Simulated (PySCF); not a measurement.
**C2H9PSi: NMR shifts, electronic excitations and K edges in gas and solvents**

Aim: compute the NMR shifts, electronic excitations and K edges of C2H9PSi (`CC[SiH2]P`), and see what a dielectric continuum does where one was used.

Computed with PySCF 2.14.0, with density-fitted response routines of our own, on a single molecule, in the gas phase or a continuum. Atoms count from 0, in the outputs and in this text.

### 1 Starting geometry

13 atoms, charge 0, multiplicity 1; geometry from: GFN2-xTB.

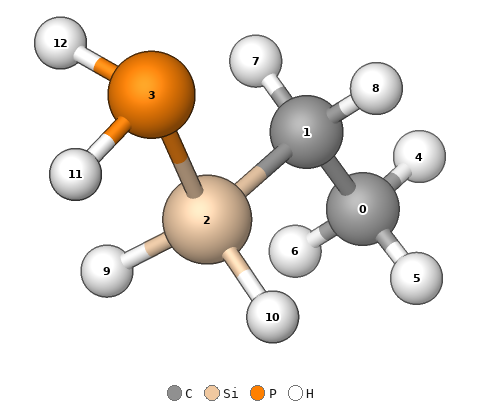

As it starts; carbon grey, silicon light orange, phosphorus orange, hydrogen white, atoms numbered; sticks join atoms by distance.

### 2 Relaxing the molecule at PBE0-D3(BJ)/def2-SVP

The job: settings as JSON, then the geometry in Å.

```
{"job": {"xc": "PBE0", "basis": "def2-SVP", "d3": "d3bj", "grid": 1, "kind": "geom"}, "charge": 0, "multiplicity": 1}
C     -1.980721     0.249240    -0.478735
C     -0.542814     0.715060    -0.296896
Si     0.651347    -0.714959     0.093233
P      2.722408     0.147263     0.079562
H     -2.637019     1.087647    -0.706160
H     -2.048132    -0.467219    -1.293621
H     -2.346428    -0.233627     0.424240
H     -0.504952     1.459514     0.501408
H     -0.212078     1.223661    -1.205116
H      0.286869    -1.346454     1.371492
H      0.604327    -1.744564    -0.952648
H      3.336672    -1.018766     0.493496
H      2.666131     0.643690     1.368275
```

Log:

```text
step   0  E = -711.87306437  max force = 0.023979
step   1  E = -711.87669414  max force = 0.005101
step   2  E = -711.87689965  max force = 0.001088
step   3  E = -711.87691845  max force = 0.000242
step   4  E = -711.87693197  max force = 0.000478
step   5  E = -711.87694673  max force = 0.000891
step   6  E = -711.87695735  max force = 0.000795
step   7  E = -711.87696095  max force = 0.000298
optimisation converged
```

Run time: 37 s. Hardware: 1 thread, shared host.

Relaxation path:

```
step  energy from step 0 (eV)  largest force component (eV/Å)
   0                   0.0000                          1.2331
   1                  -0.0988                          0.2623
   2                  -0.1044                          0.0559
   3                  -0.1049                          0.0124
   4                  -0.1052                          0.0246
   5                  -0.1056                          0.0458
   6                  -0.1059                          0.0409
   7                  -0.1060                          0.0153
```

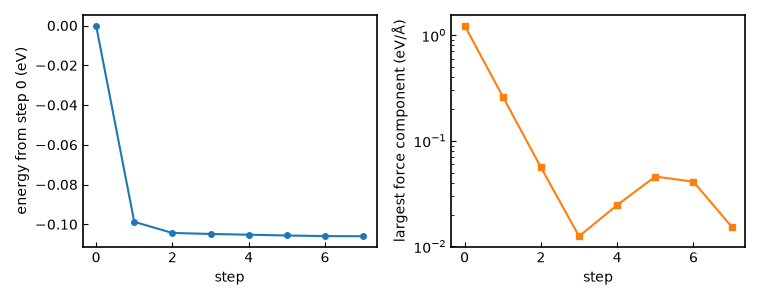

Energy and largest force along the relaxation.

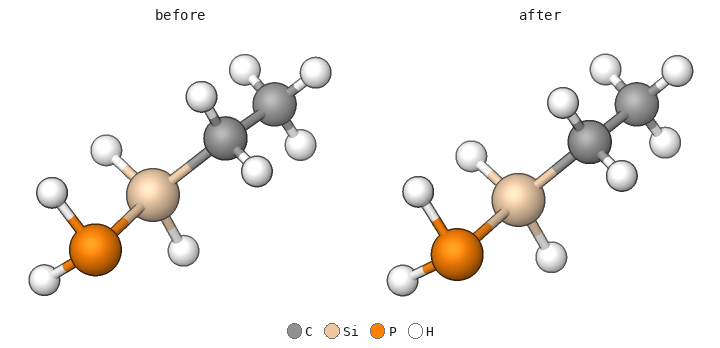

Before and after, at one scale.

Distances of close pairs at the start and the end, largest changes first:

```
   bond  before (Å)  after (Å)  change (Å)
 P3–H12       1.382      1.430      +0.048
 P3–H11       1.381      1.429      +0.048
Si2–H10       1.468      1.497      +0.029
 Si2–H9       1.472      1.498      +0.027
 Si2–P3       2.243      2.270      +0.026
 C1–Si2       1.903      1.887      -0.016
  C0–H5       1.087      1.102      +0.014
  C0–H6       1.087      1.102      +0.014
```

The final coordinates are the input of the step that follows.

```
                         at the end point                 value
  point group (found at 0.08 Å tolerance)                    C1
rotational constants (GHz, main isotopes)  12.546, 1.724, 1.592
                        dipole moment (D)                  1.10
```

### 3 NMR shieldings: PBE0/pcSseg-1 in chloroform

The job: settings as JSON, then the geometry in Å.

```
{"job": {"kind": "nmr", "xc": "PBE0", "basis": "pcSseg-1", "solvent": "chloroform", "pop": true}, "charge": 0, "multiplicity": 1}
C     -1.974014     0.329079    -0.481678
C     -0.517807     0.772979    -0.371420
Si     0.690201    -0.633423    -0.019923
P      2.798994     0.205128     0.024531
H     -2.643585     1.180660    -0.681013
H     -2.114676    -0.396807    -1.298184
H     -2.322948    -0.151737     0.446024
H     -0.400450     1.522169     0.431143
H     -0.187742     1.270289    -1.299721
H      0.322136    -1.322927     1.258476
H      0.643926    -1.649591    -1.118679
H      3.377069    -0.993767     0.545120
H      2.637653     0.794037     1.317740
```

Level: GIAO PBE0/pcSseg-1 NMR shielding, non-relativistic, IEF-PCM chloroform.

Log:

```text
coarse grid: 11000 points
cycle   1  E = -712.0370046032  dE = -7.508e-02  |g| = 3.161e-01  |ddm| = 2.981e+00
cycle   2  E = -712.0291617450  dE =  7.843e-03  |g| = 3.625e-01  |ddm| = 5.981e-01
cycle   3  E = -712.0640012987  dE = -3.484e-02  |g| = 2.610e-02  |ddm| = 3.227e-01
cycle   4  E = -712.0641534595  dE = -1.522e-04  |g| = 1.097e-02  |ddm| = 4.123e-02
cycle   5  E = -712.0641840422  dE = -3.058e-05  |g| = 2.455e-03  |ddm| = 1.569e-02
cycle   6  E = -712.0641852720  dE = -1.230e-06  |g| = 6.516e-04  |ddm| = 2.773e-03
final grid: 94616 points
cycle   7  E = -712.0878649213  dE = -1.533e-05  |g| = 6.010e-03  |ddm| = 1.905e-02
cycle   8  E = -712.0878604703  dE =  4.451e-06  |g| = 7.305e-03  |ddm| = 1.173e-02
cycle   9  E = -712.0878744682  dE = -1.400e-05  |g| = 3.169e-04  |ddm| = 6.257e-03
cycle  10  E = -712.0878744872  dE = -1.898e-08  |g| = 1.157e-04  |ddm| = 4.083e-04
cycle  11  E = -712.0878744903  dE = -3.150e-09  |g| = 2.229e-05  |ddm| = 1.092e-04
cycle  12  E = -712.0878744905  dE = -1.091e-10  |g| = 6.696e-06  |ddm| = 2.652e-05
converged SCF energy = -712.0878744905

GIAO shielding tensors (ppm)
atom      isotropic    diamagn.    paramagn.     s11        s22        s33       span
  0 C      172.843     245.421     -72.578    164.994    165.866    187.668     22.674
  1 C      177.432     253.366     -75.934    167.855    174.369    190.072     22.216
  2 Si     386.125     880.910    -494.785    348.771    371.435    438.169     89.398
  3 P      603.803     967.195    -363.392    542.166    584.174    685.068    142.903
  4 H       29.801      27.787       2.014     24.566     27.223     37.613     13.047
  5 H       30.245      29.142       1.103     25.736     28.501     36.499     10.762
  6 H       30.260      29.499       0.761     25.732     28.542     36.507     10.775
  7 H       30.512      32.005      -1.493     25.133     30.351     36.052     10.918
  8 H       30.472      31.296      -0.824     25.075     30.055     36.286     11.211
  9 H       26.827      30.175      -3.348     22.997     25.908     31.575      8.578
 10 H       27.191      29.758      -2.566     23.802     25.943     31.829      8.027
 11 H       29.446      28.587       0.859     24.427     25.993     37.918     13.491
 12 H       29.533      29.482       0.050     24.414     27.034     37.150     12.736
```

It took 16 s on 1 thread, shared host.

Shifts follow as δ = σ(reference) − σ, with reference shieldings (ppm) from runs at the same level and on the same kind of geometry: 1H TMS 31.25, 13C TMS 185.2, 29Si TMS 351.9, 31P PH3 585.9. The references are single molecules in the same continuum, so shifts against H2O, NH3, PH3, H3PO4 or CFCl3 are not on the usual liquid scales and can be off by tens of ppm. Atoms listed in one row are averaged.

```
     atoms                            environment  σ (ppm)  δ (ppm)
        C0                          methyl carbon    172.8     12.3
        C1                   sp3 CH2 bonded to Si    177.4      7.7
   H9, H10   hydrogen on a silicon bonded to C, P    27.01     4.24
  H11, H12  hydrogen on a phosphorus bonded to Si    29.49     1.76
H4, H5, H6            hydrogen on a methyl carbon    30.10     1.14
    H7, H8    hydrogen on an sp3 CH2 bonded to Si    30.49     0.76
       Si2            silicon bonded to C, P, 2 H    386.1    -34.3
        P3           phosphorus bonded to Si, 2 H    603.8    -17.9
```

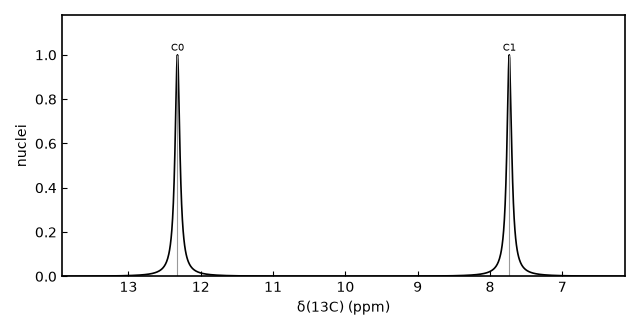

13C lines at the computed shifts, without couplings. Lines are broadened to a width of 0.08 ppm (Lorentzian).

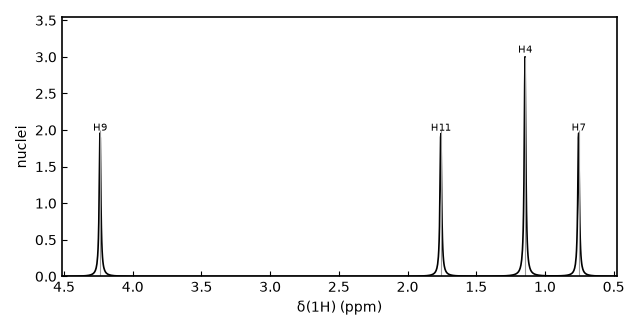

1H lines at the computed shifts, without couplings. Lines are broadened to a width of 0.01 ppm (Lorentzian).

Charges from the same density, by scheme (e):

```
atoms  Mulliken    IAO  Hirshfeld  ESP fit
   C0     -0.30  -0.40      -0.11    -0.43
   C1     -0.57  -0.53      -0.15     0.05
  Si2      0.46   0.58       0.28     0.41
   P3     -0.29  -0.14      -0.05    -0.46
```

Mulliken charges:

C0 -0.30; C1 -0.57; Si2 0.46; P3 -0.29; H4 0.13; H5 0.12; H6 0.12; H7 0.15; H8 0.16; H9 -0.07; H10 -0.07; H11 0.07; H12 0.07

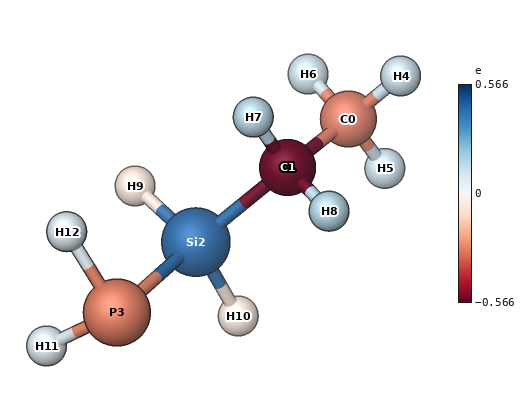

Mulliken charges, as colours on the atoms.

Mayer bond orders: C0–C1 1.05, C1–Si2 0.93, Si2–P3 0.98.

### 4 TDDFT and polarisability: CAM-B3LYP/def2-SVPD

The job, as its differences from that of step 3:

```diff
@@ -1,2 +1,2 @@
-{"job": {"kind": "nmr", "xc": "PBE0", "basis": "pcSseg-1", "solvent": "chloroform", "pop": true}, "charge": 0, "multiplicity": 1}
+{"job": {"kind": "uv", "xc": "CAM-B3LYP", "basis": "def2-SVPD", "dynamic": true, "nstates": 6, "ntriplets": 0}, "charge": 0, "multiplicity": 1}
 C     -1.974014     0.329079    -0.481678
```

Level: TDDFT CAM-B3LYP/def2-SVPD, vertical, gas phase, core orbitals frozen in the response.

Log:

```text
coarse grid: 11000 points
cycle   1  E = -712.0723803362  dE = -6.349e-02  |g| = 2.503e-01  |ddm| = 4.046e+00
cycle   2  E = -712.0813606475  dE = -8.980e-03  |g| = 2.017e-01  |ddm| = 6.287e-01
cycle   3  E = -712.0923721782  dE = -1.101e-02  |g| = 2.822e-02  |ddm| = 2.708e-01
cycle   4  E = -712.0926114178  dE = -2.392e-04  |g| = 9.103e-03  |ddm| = 6.032e-02
cycle   5  E = -712.0926403335  dE = -2.892e-05  |g| = 1.874e-03  |ddm| = 2.046e-02
cycle   6  E = -712.0926416743  dE = -1.341e-06  |g| = 4.353e-04  |ddm| = 4.499e-03
final grid: 94616 points
cycle   7  E = -712.1838712364  dE = -1.344e-05  |g| = 2.256e-03  |ddm| = 3.550e-02
cycle   8  E = -712.1838714300  dE = -1.936e-07  |g| = 2.143e-03  |ddm| = 6.251e-03
cycle   9  E = -712.1838726231  dE = -1.193e-06  |g| = 9.997e-05  |ddm| = 2.464e-03
cycle  10  E = -712.1838726260  dE = -2.848e-09  |g| = 6.346e-05  |ddm| = 3.641e-04
cycle  11  E = -712.1838726271  dE = -1.085e-09  |g| = 8.871e-06  |ddm| = 1.047e-04
cycle  12  E = -712.1838726271  dE = -3.297e-11  |g| = 3.148e-06  |ddm| = 2.180e-05
converged SCF energy = -712.1838726271

Static polarisability (au): isotropic 82.314, principal 70.117 75.496 101.328

Singlet excitations
state   eV       nm        f      main configurations
  1   6.5284    189.9   0.01729   H->L+2 0.70, H->L+1 0.15
  2   6.6107    187.6   0.02197   H->L 0.60, H->L+1 0.28
  3   7.0735    175.3   0.28745   H->L+1 0.41, H->L 0.24, H->L+3 0.12
  4   7.4432    166.6   0.02006   H->L+3 0.50, H->L+5 0.16, H->L+2 0.12
  5   7.7475    160.0   0.00446   H-1->L 0.85
  6   7.9889    155.2   0.01506   H->L+6 0.52, H-1->L+1 0.28
```

It took 24 s on 1 thread, shared host.

The orbitals next to the gap, with their largest atomic shares:

```
orbital      eV                        atoms
 HOMO−3  -10.97   Si2 20 %, C1 16 %, H9 16 %
 HOMO−2  -10.39  Si2 28 %, H10 23 %, P3 19 %
 HOMO−1   -9.77   C1 28 %, Si2 21 %, P3 15 %
   HOMO   -8.65   P3 65 %, Si2 15 %, H12 6 %
   LUMO    1.00    Si2 29 %, P3 18 %, C0 8 %
 LUMO+1    1.28  P3 24 %, Si2 18 %, H12 10 %
 LUMO+2    1.62  P3 42 %, Si2 15 %, H11 15 %
```

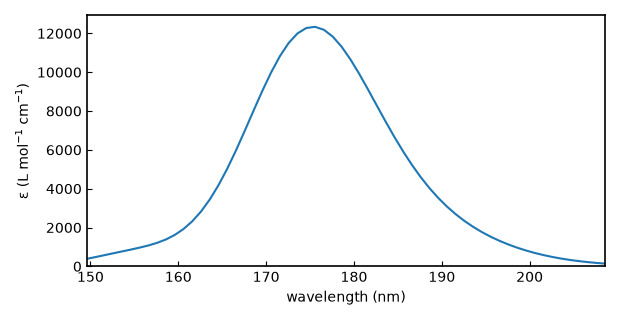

Absorption spectrum: each of the 6 states is a Gaussian band of 0.4 eV half-width at 1/e. Beyond the last state computed it falls off for lack of states.

Further results of this job:

```
           property  computed
  dipole moment (D)      1.00
polarisability (Å³)     12.20
 HOMO–LUMO gap (eV)      9.64
      −ε(HOMO) (eV)      8.65
C6 with itself (au)      2376
```

### 5 Ultraviolet spectrum: CAM-B3LYP/def2-SVPD in chloroform

The job, as its differences from that of step 4:

```diff
@@ -1,2 +1,2 @@
-{"job": {"kind": "uv", "xc": "CAM-B3LYP", "basis": "def2-SVPD", "dynamic": true, "nstates": 6, "ntriplets": 0}, "charge": 0, "multiplicity": 1}
+{"job": {"kind": "uv", "xc": "CAM-B3LYP", "basis": "def2-SVPD", "solvent": "chloroform", "nstates": 6, "ntriplets": 0}, "charge": 0, "multiplicity": 1}
 C     -1.974014     0.329079    -0.481678
```

Method: TDDFT CAM-B3LYP/def2-SVPD, vertical, IEF-PCM chloroform (non-equilibrium linear response), core orbitals frozen in the response.

Log:

```text
coarse grid: 11000 points
cycle   1  E = -712.0748416156  dE = -6.550e-02  |g| = 2.460e-01  |ddm| = 4.046e+00
cycle   2  E = -712.0840893958  dE = -9.248e-03  |g| = 1.936e-01  |ddm| = 6.266e-01
cycle   3  E = -712.0940775677  dE = -9.988e-03  |g| = 2.809e-02  |ddm| = 2.598e-01
cycle   4  E = -712.0943237773  dE = -2.462e-04  |g| = 8.017e-03  |ddm| = 6.196e-02
cycle   5  E = -712.0943464298  dE = -2.265e-05  |g| = 1.692e-03  |ddm| = 1.994e-02
cycle   6  E = -712.0943475984  dE = -1.169e-06  |g| = 5.098e-04  |ddm| = 4.382e-03
final grid: 94616 points
cycle   7  E = -712.1855712578  dE = -1.348e-05  |g| = 2.273e-03  |ddm| = 3.550e-02
cycle   8  E = -712.1855715118  dE = -2.540e-07  |g| = 2.119e-03  |ddm| = 6.344e-03
cycle   9  E = -712.1855726725  dE = -1.161e-06  |g| = 9.260e-05  |ddm| = 2.503e-03
cycle  10  E = -712.1855726752  dE = -2.782e-09  |g| = 5.968e-05  |ddm| = 3.742e-04
cycle  11  E = -712.1855726762  dE = -9.608e-10  |g| = 8.687e-06  |ddm| = 9.819e-05
converged SCF energy = -712.1855726762

Static polarisability (au): isotropic 104.667, principal 91.351 97.574 125.076

Singlet excitations
state   eV       nm        f      main configurations
  1   6.5615    189.0   0.03119   H->L+2 0.67, H->L+1 0.20
  2   6.6785    185.6   0.03504   H->L 0.62, H->L+1 0.23, H->L+2 0.09
  3   6.9883    177.4   0.46122   H->L+1 0.43, H->L 0.21, H->L+3 0.15
  4   7.5141    165.0   0.01721   H->L+3 0.47, H->L+5 0.16, H->L+2 0.12
  5   7.7217    160.6   0.01006   H-1->L 0.82
  6   7.9425    156.1   0.05175   H-1->L+1 0.81
```

Wall time 21 s (1 thread, shared host).

This run: HOMO -8.62 eV, LUMO 1.13 eV; lowest singlet 6.56 eV.

### 6 K-edge absorption: BHandHLYP/def2-SVPD+aug-pcX-1+pcseg-1

The job, as its differences from that of step 5:

```diff
@@ -1,2 +1,2 @@
-{"job": {"kind": "uv", "xc": "CAM-B3LYP", "basis": "def2-SVPD", "solvent": "chloroform", "nstates": 6, "ntriplets": 0}, "charge": 0, "multiplicity": 1}
+{"job": {"kind": "xas", "xc": "BHandHLYP", "basis": {"default": "aug-pcX-1", "H": "pcseg-1", "Si": "def2-SVPD", "P": "def2-SVPD"}}, "charge": 0, "multiplicity": 1}
 C     -1.974014     0.329079    -0.481678
```

Level: core-valence-separated TDA BHandHLYP/aug-pcX-1 H:pcseg-1 Si:def2-SVPD P:def2-SVPD, K edges, non-relativistic, gas phase.

Log:

```text
coarse grid: 11000 points
cycle   1  E = -712.1281783364  dE = -6.394e-02  |g| = 2.514e-01  |ddm| = 3.415e+00
cycle   2  E = -712.1406738896  dE = -1.250e-02  |g| = 1.737e-01  |ddm| = 4.431e-01
cycle   3  E = -712.1485074354  dE = -7.834e-03  |g| = 3.704e-02  |ddm| = 2.011e-01
cycle   4  E = -712.1488881200  dE = -3.807e-04  |g| = 7.450e-03  |ddm| = 4.946e-02
cycle   5  E = -712.1489073535  dE = -1.923e-05  |g| = 1.829e-03  |ddm| = 1.493e-02
cycle   6  E = -712.1489085405  dE = -1.187e-06  |g| = 3.488e-04  |ddm| = 3.291e-03
final grid: 94616 points
cycle   7  E = -712.2107519634  dE = -2.577e-05  |g| = 2.141e-03  |ddm| = 1.943e-02
cycle   8  E = -712.2107521804  dE = -2.169e-07  |g| = 1.809e-03  |ddm| = 4.226e-03
cycle   9  E = -712.2107529989  dE = -8.185e-07  |g| = 1.411e-04  |ddm| = 1.663e-03
cycle  10  E = -712.2107530041  dE = -5.222e-09  |g| = 5.213e-05  |ddm| = 2.514e-04
cycle  11  E = -712.2107530048  dE = -7.342e-10  |g| = 8.407e-06  |ddm| = 7.536e-05
converged SCF energy = -712.2107530048

C K edge
   eV          f      from atoms
  285.317   0.01034   C1
  285.434   0.00604   C0
  285.972   0.03119   C1
  286.091   0.02788   C1
  286.166   0.00289   C1
  286.227   0.03256   C0
  286.295   0.03077   C0
  286.497   0.00483   C0
  286.694   0.00156   C1
  286.843   0.00126   C1
  287.069   0.00171   C0
  287.106   0.00095   C1
```

It took 11 s on 1 thread, shared host.

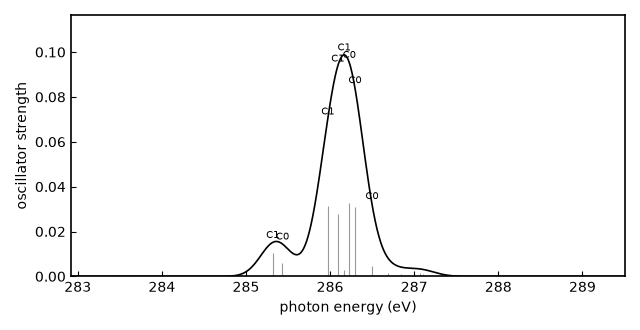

The C K edge. Lines are broadened to a width of 0.40 eV (Gaussian).

### 7 Side by side: electronic excitations

Excitations and ground-state properties, with basis size and wall time:

```
                              run  lowest singlet (eV)  brightest (eV)      f  gap (eV)  α (Å³)  μ (D)  functions  time
              CAM-B3LYP/def2-SVPD                 6.53            7.07  0.287      9.64   12.20   1.00        160  24 s
CAM-B3LYP/def2-SVPD in chloroform                 6.56            6.99  0.461      9.74   15.51   1.22        160  21 s
```

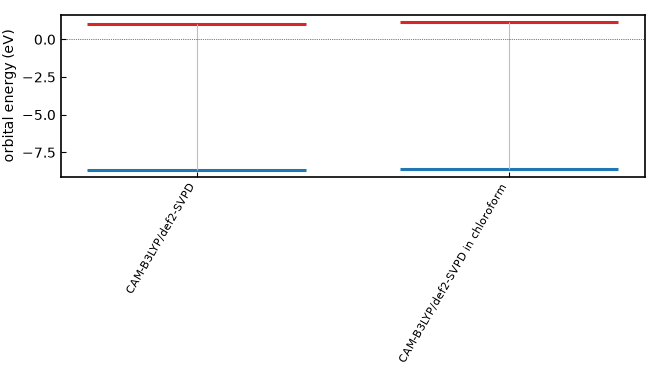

HOMO (blue) and LUMO (red) run by run.

### 8 Outcome

| quantity | value |
| --- | --- |
| point group | C1 |
| rotational constants (main isotopes) | 12.55, 1.72, 1.59 GHz |
| 13C shifts against TMS (PBE0/pcSseg-1, chloroform) | 12.3, 7.7 ppm |
| 1H shifts against TMS (PBE0/pcSseg-1, chloroform, means over atoms taken as alike) | 4.24, 1.76, 1.14, 0.76 ppm |
| 29Si shifts against TMS (PBE0/pcSseg-1, chloroform) | -34.3 ppm |
| 31P shifts against PH3 (PBE0/pcSseg-1, chloroform) | -17.9 ppm |
| lowest singlet (CAM-B3LYP/def2-SVPD) | 6.53 eV (190 nm), f = 0.017 |
| brightest single state of those computed | state 3, 7.07 eV, f = 0.287 |
| C K edge | first line 285.32 eV, strongest 286.23 eV (f = 0.033) |
| range of the lowest singlet | 6.53 to 6.56 eV |

**Reading.** The optimisation took 7 steps and gained 0.106 eV; among the close pairs (by a distance rule), P3–H12 changed most, from 1.382 to 1.430 Å. At PBE0/pcSseg-1: Shielding is most anisotropic at P3 (span 143 ppm, paramagnetic term -363 ppm). The first singlet state (HOMO→LUMO+2 0.70, HOMO→LUMO+1 0.15) lies at 6.53 eV and is weak; of the 6 states computed, the strongest absorption comes from state 3 at 7.07 eV. At the C edge the strongest single line lifts a 1s electron of C0 into several orbitals, led by LUMO+3 (weight 0.28), 0.9 eV above the first line. Absolute edge energies from this method are off by several eV; spacings are better. The lowest singlet runs from 6.53 eV (CAM-B3LYP/def2-SVPD) to 6.56 eV (CAM-B3LYP/def2-SVPD in chloroform), while the orbital gap spans 9.64 to 9.74 eV. The lowest state need not be the same one in every run.
